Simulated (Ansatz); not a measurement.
# Ta: response to strain

Ta is deformed so: equal xy, yz and zx engineering shear strains of -1.5 %. What stress and forces result, by LAPW, PAW and all-electron datasets made for the crystal?

Method: DFT PBE, scalar-relativistic, in Ansatz 0.2.0.

### Step 1. The starting structure

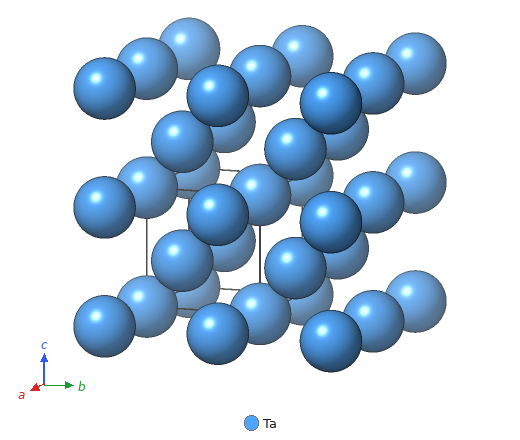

Start, viewed slightly off an axis; tantalum blue. 2×2×2 cells are drawn. Atoms on the faces are drawn again on the opposite ones. The cell drawn here is the conventional one.

Structure file:

```
Ta
1.0
    -1.66045    1.66045    1.66045
     1.66045   -1.66045    1.66045
     1.66045    1.66045   -1.66045
Ta
1
Direct
  0.00000 0.00000 0.00000
```

### Step 2. After the deformation

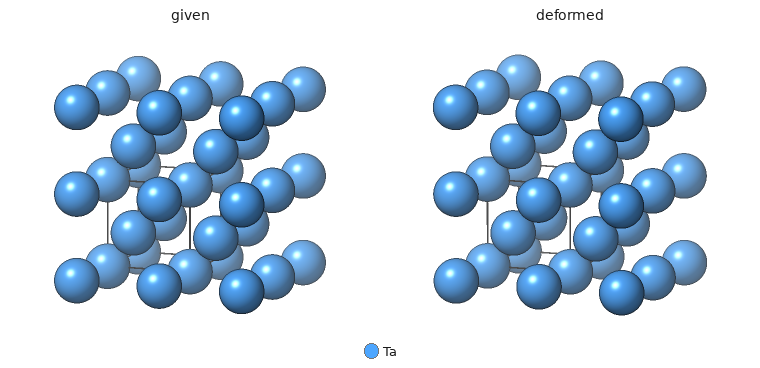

Given and deformed, at one scale.

Space group Im-3m before, R-3m after.

### Step 3. LAPW, all electrons

The input, input.yaml:

```yaml
crystal:
  lattice:
    - [-1.6853546339, 1.6604479152, 1.6604479152]
    - [1.6604479152, -1.6853546339, 1.6604479152]
    - [1.6604479152, 1.6604479152, -1.6853546339]
  atoms:
    - { symbol: Ta, position: [0.0, 0.0, 0.0] }
kpoints:
  mp_grid: { grid: [16, 16, 16] }
scf:
  occupations: { method: fermi_dirac, width: 0.08 }
hamiltonian:
  xc: pbe
  pseudopotentials: { kind: all_electron, lapw: { basis_error: 0.001 } }
output:
  forces: true
  stress: true
  eigenvalues: true
```

Started as:

```bash
ansatz run input.yaml --threads 1 --pin off --max-ram 2048MiB --backend cpu --events-out ev --progress --plain --runs-dir out
```

What it wrote, cut to the lines that bear on the results:

```text
LAPW: plane waves up to 8.395 Å⁻¹, error target 1.0e-3 eV per atom; small_component_spin mean_spin; Ta in spheres of 1.416 Å, 43 of its electrons in bands, Dirac shells []
[...]
Pseudopotentials: kind: all_electron
Pseudopotential: Ta, LAPW, valence charge 43, Koelling and Harmon's equation, gaussian nucleus
Functional definition: PBE
[...]
Crystal: 1 atoms, lattice volume = 18.309 Å³
Basis set: ecut = 268.5241857837499 eV, 177 PW (Γ), exchange–correlation at level 2
Bands: 26, of which v1, the nominal top of the filled ones, is band 22 counted from 1 (21 counted from 0)
Symmetry: 12 space group operations
Space group: R-3m (ITA 166), of the structure as read, at distance tolerance 2.6e-5 Å
k-points: 417 of 4096
[...]
SCF iter   1: F=—  HF=-424569.257784 eV  |F-HF|=—  |Δ(HF+E_count)|=         —  Δρ=2.77e-2  dr2=9.80e-2  ethr=2.27e-4  ⟨swp⟩=2.9  Hψ=66914  notcnv=0
[...]
the basis was enlarged: its passes take 415.9 KiB over the memory plan, 1 of 1 planned eigensolver slots
[...]
SCF iter   8: F=-424569.115224 eV  HF=-424569.115224 eV  |F-HF|=8.79e-9  |Δ(HF+E_count)|=   6.58e-8  Δρ=9.53e-6  dr2=1.31e-8  ethr=9.69e-10  ⟨swp⟩=2.2  Hψ=32543  notcnv=0
[...]
SCF converged after 8 iterations
Free energy (F): -424569.115224 eV
[...]
E sigma→0 (E₀):  -424569.100029 eV
Entropy (-TS):   -0.030391 eV (-30.391 meV/atom)
Fermi energy:    24.359372 eV
[...]
--- Forces (eV/Å), atoms counted from 1 ---
  atom   1  Ta     0.00000000     0.00000000     0.00000000
[...]
--- Stress (GPa, compression-positive) ---
        0.045737       0.986002       0.986002
        0.986002       0.045737       0.986002
        0.986002       0.986002       0.045737
  P = ⅓ Tr σ = 0.0457 GPa (0.457 kbar)
--- Band table (eV; the first three rows and the last of 417) ---
  k-point 0: bands = ["-370.0904", "-370.0904", "-370.0886", "-191.6521", "-191.6521", "-191.6356", "-191.6356", "-191.6315", "-42.7771", "-8.7662", "-8.7662", "-8.6984", "5.4474", "5.4482", "5.4482", "5.4950", "5.4950", "5.4986", "5.5467", "16.5225", "24.8483", "25.1991", "25.1991", [...]
[...]
```

Wall time 25 s (1 thread of AMD EPYC 9R14 (Zen 4), shared host); peak memory 0.69 GiB.

Read from it: pressure 0.05 GPa; no gap.

### Step 4. PAW on the default files

Changes to input.yaml since step 3:

```diff
@@ -13,3 +13,3 @@
   xc: pbe
-  pseudopotentials: { kind: all_electron, lapw: { basis_error: 0.001 } }
+  pseudopotentials: { kind: paw }
 output:
@@ -18 +18,2 @@
   eigenvalues: true
+  efg: { contact_densities: true }
```

Started as:

```bash
ansatz run input.yaml --threads 1 --pin off --max-ram 2048MiB --backend cpu --events-out ev --progress --plain --runs-dir out
```

What it wrote, cut to the lines that bear on the results:

```text
Ta: output.efg is read without spin–orbit coupling, which moves field gradients at and beside such atoms by some per cent and up to a factor of two; PAW files take it under magnetization.noncollinear and magnetization.spin_orbit
[...]
Pseudopotentials: kind: paw
Pseudopotential: Ta, paw, valence charge 13, recommended cutoff 420 eV (normal)
[... 1 set-up line as earlier in the session ...]
[...]
Crystal: 1 atoms, lattice volume = 18.309 Å³
Basis set: ecut = 420 eV, 369 PW (Γ), exchange–correlation on 40×40×40 points (8 copies of the dense FFT grid, shifted against one another)
Bands: 11, of which v1, the nominal top of the filled ones, is band 7 counted from 1 (6 counted from 0)
[... 2 set-up lines as earlier in the session ...]
k-points: 417 of 4096
[...]
SCF converged after 6 iterations
Free energy (F): -9932.260674 eV
[...]
E sigma→0 (E₀):  -9932.245513 eV
Entropy (-TS):   -0.030322 eV (-30.322 meV/atom)
Fermi energy:    18.295222 eV
[...]
--- Forces (eV/Å), atoms counted from 1 ---
  atom   1  Ta     0.00000000     0.00000000    -0.00000000
[...]
--- Stress (GPa, compression-positive) ---
        0.081443       0.995630       0.995630
        0.995630       0.081443       0.995630
        0.995630       0.995630       0.081443
  P = ⅓ Tr σ = 0.0814 GPa (0.814 kbar)
--- PAW observables at the nuclei: V_zz in 10²¹ V/m², potentials from the cell's mean, atoms counted from 1 ---
  atom   1  Ta V_zz =    +2.584497   η = 0.0000   by run symmetry: allowed
            electrostatic potential = -14501.138587 V   contact ρ = 8154555.196274 e/Å³
--- Band table (eV; the first three rows and the last of 417) ---
  k-point 0: bands = ["-48.8221", "-14.8138", "-14.8138", "-14.7455", "10.4606", "18.7886", "19.1396", "19.1396", "22.2634", "22.2634", "32.5901"]
[...]
```

It took 3.3 s on 1 thread of AMD EPYC 9R14 (Zen 4), shared host; peak memory 0.44 GiB.

Read from it: pressure 0.08 GPa; no gap; Vzz Ta 2.58 (η = 0.00) (10²¹ V/m²).

### Step 5. All-electron PAW on datasets made for the crystal

Changes to input.yaml since step 4:

```diff
@@ -13,3 +13,3 @@
   xc: pbe
-  pseudopotentials: { kind: paw }
+  pseudopotentials: { kind: all_electron, datasets: crystal }
 output:
```

Started as:

```bash
ansatz run input.yaml --threads 1 --pin off --max-ram 2048MiB --backend cpu --events-out ev --progress --plain --runs-dir out
```

What it wrote, cut to the lines that bear on the results:

```text
[...]
Ta: output.efg is read without spin–orbit coupling, which moves field gradients at and beside such atoms by some per cent and up to a factor of two; PAW files take it under magnetization.noncollinear and magnetization.spin_orbit
[...]
[... 1 set-up line as earlier in the session ...]
Pseudopotential: Ta, paw, valence charge 27, recommended cutoff 240 eV (normal), Koelling and Harmon's equation, gaussian nucleus
[... 1 set-up line as earlier in the session ...]
[...]
Crystal: 1 atoms, lattice volume = 18.309 Å³
Basis set: ecut = 240 eV, 141 PW (Γ), exchange–correlation on 30×30×30 points (8 copies of the dense FFT grid, shifted against one another)
Bands: 11, of which v1, the nominal top of the filled ones, is band 7 counted from 1 (6 counted from 0)
[... 2 set-up lines as earlier in the session ...]
k-points: 417 of 4096
[...]
Fermi energy:    24.359400 eV
[...]
  The terms above E_closure are by the made datasets' own strengths, without shells solved beside the bands.
--- Forces (eV/Å), atoms counted from 1 ---
  atom   1  Ta     0.00000000     0.00000000     0.00000000
[...]
--- Stress (GPa, compression-positive) ---
        0.044990       0.985874       0.985874
        0.985874       0.044990       0.985874
        0.985874       0.985874       0.044990
  P = ⅓ Tr σ = 0.0450 GPa (0.450 kbar)
  It holds what live shells' own plane waves past their cutoff add
--- PAW observables at the nuclei: V_zz in 10²¹ V/m², potentials from the cell's mean, atoms counted from 1 ---
  atom   1  Ta V_zz =    +2.374823   η = 0.0000   by run symmetry: allowed
            electrostatic potential = -14501.058996 V   contact ρ = 8150696.398631 e/Å³
--- Band table (eV; the first three rows and the last of 417) ---
  k-point 0: bands = ["-42.7770", "-8.7661", "-8.7661", "-8.6984", "16.5225", "24.8484", "25.1992", "25.1992", "28.3223"]
[...]
```

Run time: 21 s. Hardware: 1 thread of AMD EPYC 9R14 (Zen 4), shared host; peak memory 0.87 GiB.

Read from it: pressure 0.04 GPa; no gap; Vzz Ta 2.37 (η = 0.00) (10²¹ V/m²).

### Step 6. Stress and forces compared

Stress (GPa, compression positive):

| method | xx | yy | zz | yz | xz | xy |
| --- | --- | --- | --- | --- | --- | --- |
| LAPW | 0.05 | 0.05 | 0.05 | 0.99 | 0.99 | 0.99 |
| PAW | 0.08 | 0.08 | 0.08 | 1.00 | 1.00 | 1.00 |
| crystal datasets | 0.04 | 0.04 | 0.04 | 0.99 | 0.99 | 0.99 |

```
          method  pressure (GPa)  Vzz Ta (10²¹ V/m²)  SCF cycles, all passes   time
            LAPW            0.05                   –                       8   25 s
             PAW            0.08                2.58                       6  3.3 s
crystal datasets            0.04                2.37                       7   21 s
```

### Step 7. What came out

| quantity | value |
| --- | --- |
| pressure | LAPW 0.05, PAW 0.08, crystal datasets 0.04 GPa |
| largest shear or deviatoric stress (LAPW) | 0.99 GPa |

The largest part of the stress beyond the pressure is 0.99 GPa in size. No run of the undeformed cell stands beside it, so the pressure holds what the given cell had before the change. PAW: stress within 0.04 GPa of LAPW. Crystal datasets: stress within 0.01 GPa of LAPW. Spin-orbit coupling is left out, though the cell holds Ta; in elements this heavy it can shift bands and gaps by tenths of an eV.
